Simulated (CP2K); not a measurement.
# C3H10Si (SMILES C[SiH](C)C): Pade/SZV-MOLOPT-SR-GTH (core potential)

What is the energy change on altering one bond length of C3H10Si at Pade/SZV-MOLOPT-SR-GTH (core potential)? 

The calculation is run with CP2K 2026.2.

## (1) The system as given

C3H10Si: 14 atoms, total charge 0, spin state singlet. SMILES: `C[SiH](C)C`. The shape is that of a PBE0-D4/def2-TZVP optimisation.

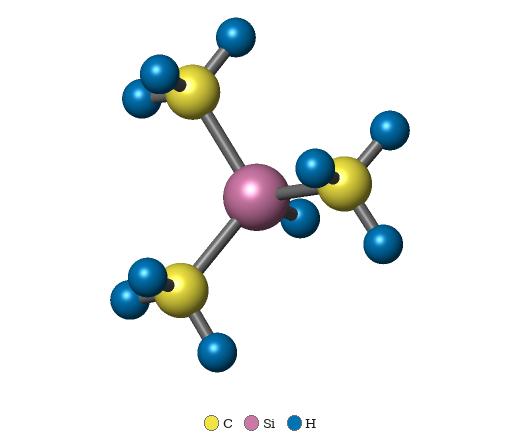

Viewed from a chosen angle; carbon yellow, silicon pink, hydrogen blue.

## (2) The energy at Pade/SZV-MOLOPT-SR-GTH (core potential)

qs.inp reads:

```
&GLOBAL
  PROJECT qs
  RUN_TYPE ENERGY
  PRINT_LEVEL MEDIUM
&END GLOBAL

&FORCE_EVAL
  METHOD Quickstep
  &DFT
    BASIS_SET_FILE_NAME BASIS_MOLOPT
    POTENTIAL_FILE_NAME GTH_POTENTIALS
    CHARGE 0
    MULTIPLICITY 1
    &QS
      METHOD GPW
      EPS_DEFAULT 1.0E-10
    &END QS
    &MGRID
      CUTOFF 400
      REL_CUTOFF 50
      NGRIDS 4
    &END MGRID
    &POISSON
      PERIODIC NONE
      POISSON_SOLVER MULTIPOLE
    &END POISSON
    &SCF
      SCF_GUESS ATOMIC
      EPS_SCF 1.0E-06
      MAX_SCF 30
      &OT ON
        MINIMIZER CG
        PRECONDITIONER FULL_ALL
      &END OT
      &OUTER_SCF
        EPS_SCF 1.0E-06
        MAX_SCF 8
      &END OUTER_SCF
    &END SCF
    &XC
      &XC_FUNCTIONAL PADE
      &END XC_FUNCTIONAL
    &END XC
    &PRINT
      &MOMENTS
        PERIODIC F
        REFERENCE COM
        MAX_MOMENT 1
      &END MOMENTS
      &MO_CUBES
        NLUMO 5
        NHOMO -1
        WRITE_CUBE F
      &END MO_CUBES
      &HIRSHFELD OFF
      &END HIRSHFELD
    &END PRINT
  &END DFT
  &SUBSYS
    &CELL
      ABC [angstrom] 10.9 11.5 10.7
      PERIODIC NONE
    &END CELL
    &COORD
      SCALED T
      C    0.40575688   0.60780870   0.40036916
      Si   0.46245413   0.51240000   0.53002336
      C    0.60724312   0.57315652   0.59814486
      C    0.48883028   0.36091304   0.47147196
      H    0.32031651   0.57429565   0.36088318
      H    0.38840826   0.69616522   0.43357477
      H    0.47320642   0.61291304   0.32490187
      H    0.36697706   0.50851304   0.63016355
      H    0.67968349   0.57745217   0.52758411
      H    0.64049083   0.51919130   0.67509813
      H    0.59278440   0.66098261   0.63426636
      H    0.40465596   0.32375652   0.43294860
      H    0.55838991   0.35999130   0.39781776
      H    0.52031651   0.30383478   0.54657477
    &END COORD
    &KIND C
      BASIS_SET SZV-MOLOPT-SR-GTH-q4
      POTENTIAL GTH-PADE-q4
    &END KIND
    &KIND Si
      BASIS_SET SZV-MOLOPT-SR-GTH-q4
      POTENTIAL GTH-PADE-q4
    &END KIND
    &KIND H
      BASIS_SET SZV-MOLOPT-SR-GTH-q1
      POTENTIAL GTH-PADE-q1
    &END KIND
  &END SUBSYS
&END FORCE_EVAL
```

Command:

```console
OMP_NUM_THREADS=1 cp2k.psmp qs.inp > qs.out
```

The program printed:

```text
CP2K| version string:                                       CP2K version 2026.2
[...]
 GLOBAL| Method name                                                        CP2K
[...]
 GLOBAL| Run type                                                         ENERGY
[...]
 DFT| Spin restricted Kohn-Sham (RKS) calculation                            RKS
 DFT| Multiplicity                                                             1
[...]
 DFT| Charge                                                                   0
[...]
 FUNCTIONAL| PADE:
 QS| Method:                                                                 GPW
[...]
 QS| Density cutoff [a.u.]:                                                200.0
[...]
 QS| Relative density cutoff [a.u.]:                                        25.0
[...]
                             - Atoms:                                         14
[...]
                             - Spherical basis functions:                     26
[...]
 Number of electrons:                                                         26
[...]
     1 OT CG       0.15E+00    0.7     0.23122975       -24.6342166213 -2.46E+01
[...]
    23 OT CG       0.61E-01    0.7     0.00000063       -26.7650656124 -2.17E-11
  *** SCF run converged in    23 steps ***
[...]
  Overlap energy of the core charge distribution:               0.00000486765794
  Self energy of the core charge distribution:                -63.17972750890322
  Core Hamiltonian energy:                                     20.27034606818757
  Hartree energy:                                              26.09214324459338
  Exchange-correlation energy:                                 -9.94783228389904
  Total energy:                                               -26.76506561236337
[...]
                     Mulliken Population Analysis
 #  Atom  Element  Kind  Atomic population                           Net charge
       1     C        1          4.462897                             -0.462897
       2     Si       2          3.765367                              0.234633
       3     C        1          4.462916                             -0.462916
       4     C        1          4.462915                             -0.462915
       5     H        3          0.875670                              0.124330
       6     H        3          0.875695                              0.124305
       7     H        3          0.877475                              0.122525
       8     H        3          0.959497                              0.040503
       9     H        3          0.877466                              0.122534
      10     H        3          0.875649                              0.124351
      11     H        3          0.875680                              0.124320
      12     H        3          0.875650                              0.124350
[...]
  Dipole moment [Debye]
    X=  0.3292547E+00 Y=  0.1321890E-01 Z= -0.3383487E+00  Total=      0.4722958
[...]
 HOMO - LUMO gap [eV] :   13.007575
 ENERGY| Total FORCE_EVAL ( QS ) energy [hartree]            -26.765065612363369
[...]
```

Run time: 31 s. Hardware: 1 thread of AMD EPYC 7R43 (Zen 3), shared host; peak memory 0.97 GiB.

## (3) The distorted shape at the same level

gas.inp reads:

```
&global
  project gas
  run_type ENERGY
  print_level MEDIUM
&end global

&force_eval
  method QUICKSTEP
  &dft
    basis_set_file_name BASIS_MOLOPT
    potential_file_name GTH_POTENTIALS
    &qs
      method GPW
      eps_default 1.0E-10
    &end qs
    &mgrid
      cutoff 400
      rel_cutoff 50
      ngrids 4
    &end mgrid
    &poisson
      periodic NONE
      poisson_solver MULTIPOLE
    &end poisson
    &scf
      scf_guess ATOMIC
      eps_scf 1.0E-06
      max_scf 150
      added_mos 3
      &diagonalization
        algorithm STANDARD
      &end diagonalization
      &mixing
        method BROYDEN_MIXING
        alpha 0.4
        nbuffer 4
      &end mixing
    &end scf
    &xc
      &xc_functional PADE
      &end xc_functional
    &end xc
    &print
      &moments
        periodic F
        reference COM
        max_moment 1
      &end moments
      &mo ON
        energies T
        occupation_numbers T
        ndigits 6
        &each
          qs_scf 0
        &end each
        add_last NUMERIC
      &end mo
      &hirshfeld OFF
      &end hirshfeld
    &end print
  &end dft
  &subsys
    &cell
      abc 11 11.7 11
      periodic NONE
    &end cell
    &coord
      C     -1.049487     1.247157    -1.246466
      Si    -0.338800    -0.014600     0.348900
      C      1.239400     0.684100     1.077800
      C     -0.051300    -1.756700    -0.277600
      H     -1.980787     0.861757    -1.668966
      H     -1.238587     2.263257    -0.891166
      H     -0.314287     1.305857    -2.053966
      H     -1.379500    -0.059300     1.420400
      H      2.029000     0.733500     0.322800
      H      1.601800     0.063500     1.901200
      H      1.081800     1.694100     1.464300
      H     -0.968800    -2.184000    -0.689800
      H      0.706900    -1.767300    -1.065700
      H      0.291900    -2.413100     0.526000
    &end coord
    &topology
      &center_coordinates
      &end center_coordinates
    &end topology
    &kind C
      basis_set SZV-MOLOPT-SR-GTH-q4
      potential GTH-PADE-q4
    &end kind
    &kind Si
      basis_set SZV-MOLOPT-SR-GTH-q4
      potential GTH-PADE-q4
    &end kind
    &kind H
      basis_set SZV-MOLOPT-SR-GTH-q1
      potential GTH-PADE-q1
    &end kind
  &end subsys
&end force_eval
```

Command:

```console
OMP_NUM_THREADS=1 cp2k.psmp -i gas.inp -o gas.out
```

The program printed, cut to the lines that bear on the results:

```text
CP2K| version string:                                       CP2K version 2026.2
[...]
 GLOBAL| Method name                                                        CP2K
[...]
 GLOBAL| Run type                                                         ENERGY
[...]
 DFT| Spin restricted Kohn-Sham (RKS) calculation                            RKS
 DFT| Multiplicity                                                             1
[...]
 DFT| Charge                                                                   0
[...]
 FUNCTIONAL| PADE:
 QS| Method:                                                                 GPW
[...]
 QS| Density cutoff [a.u.]:                                                200.0
[...]
 QS| Relative density cutoff [a.u.]:                                        25.0
[...]
                             - Atoms:                                         14
[...]
                             - Spherical basis functions:                     26
[...]
 Number of electrons:                                                         26
[...]
     1 NoMix/Diag. 0.40E+00    0.8     1.28396128       -24.8348876486 -2.48E+01
[...]
    18 Broy./Diag. 0.40E+00    1.1     0.00000037       -26.7508138785 -1.68E-06
  *** SCF run converged in    18 steps ***
[...]
  Overlap energy of the core charge distribution:               0.00000486636405
  Self energy of the core charge distribution:                -63.17972750890322
  Core Hamiltonian energy:                                     20.09186591348148
  Hartree energy:                                              26.22072745012738
  Exchange-correlation energy:                                 -9.88368459958327
  Total energy:                                               -26.75081387851358
[...]
                     Mulliken Population Analysis
 #  Atom  Element  Kind  Atomic population                           Net charge
       1     C        1          4.407521                             -0.407521
       2     Si       2          3.820504                              0.179496
       3     C        1          4.462173                             -0.462173
       4     C        1          4.462172                             -0.462172
[...]
  Dipole moment [Debye]
    X=  0.4379391E+00 Y= -0.1285568E+00 Z= -0.1860975E+00  Total=      0.4928994
 ENERGY| Total FORCE_EVAL ( QS ) energy [hartree]            -26.750813878513576
[...]
```

Run time: 23 s. Hardware: 1 thread of AMD EPYC 7R43 (Zen 3), shared host; peak memory 1.5 GiB.

## (4) Summary of results

At Pade/SZV-MOLOPT-SR-GTH (core potential):

```
                                                          quantity         value
                                         first shape: total energy  -26.76507 Eh
                                        first shape: dipole moment        0.47 D
                                          first shape: HOMO energy      -6.55 eV
                                          first shape: LUMO energy       6.46 eV
                                        first shape: HOMO–LUMO gap      13.01 eV
                                     distorted shape: total energy  -26.75081 Eh
                                    distorted shape: dipole moment        0.49 D
                                      distorted shape: HOMO energy      -5.97 eV
                                      distorted shape: LUMO energy       3.53 eV
                                    distorted shape: HOMO–LUMO gap       9.50 eV
energy change with the C1–Si2 bond stretched from 1.874 to 2.155 Å      0.388 eV
```

In words: With the C1–Si2 bond stretched from 1.874 to 2.155 Å the energy rises by 0.39 eV (37.4 kJ/mol). The first shape isn't relaxed at this level, so the change isn't measured from a minimum. The minimal basis adds a large error of its own.
